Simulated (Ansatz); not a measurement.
CsPbCl$_{3}$ (cubic perovskite)

```yaml
crystal:
  lattice:
    - [5.73565, 0.00000, 0.00000]
    - [0.00000, 5.73565, 0.00000]
    - [0.00000, 0.00000, 5.73565]
  atoms:
    - { symbol: Cs, position: [0.00000, 0.00000, 0.00000] }
    - { symbol: Pb, position: [0.50000, 0.50000, 0.50000] }
    - { symbol: Cl, position: [0.00000, 0.50000, 0.50000] }
    - { symbol: Cl, position: [0.50000, 0.50000, 0.00000] }
    - { symbol: Cl, position: [0.50000, 0.00000, 0.50000] }
```

E(V) scan at fixed shape, V₀ the volume above. Symmetry pins the atoms to their sites.

Calculation: PBE (plane waves to 420 eV, PAW, scalar-relativistic; Ansatz, a first-principles code). k mesh 6×6×6 (Γ-centred), Fermi-Dirac smearing 0.05 eV. The energy includes the smearing's −TS. CsPbCl3 was relaxed with its symmetry unable to fall. Spin-orbit coupling is left out, though Pb is heavy. The PAW data are Ansatz's earlier set. This is a high-temperature form of CsPbCl3. ΔE is measured from the relaxed starting cell.

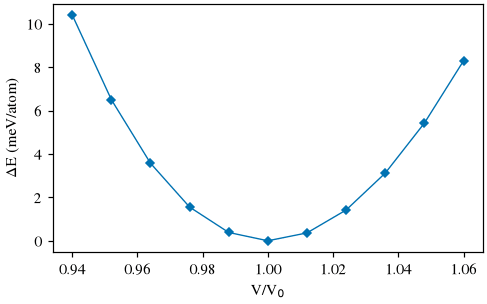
*ΔE (meV/atom) against V/V₀; one marker a computed point.*

Problem. What is ΔE at V/V₀ = 0.940?

Solution. About 10 meV/atom.

Problem. What is ΔE at V/V₀ = 1.060?

Solution. About 8.3 meV/atom.

Problem. What bulk modulus B₀ follows from a third-order Birch-Murnaghan fit?

Solution. About 22 GPa.

(Under strain, the slope of the energy per volume gives the stress and its curvature an elastic modulus.)
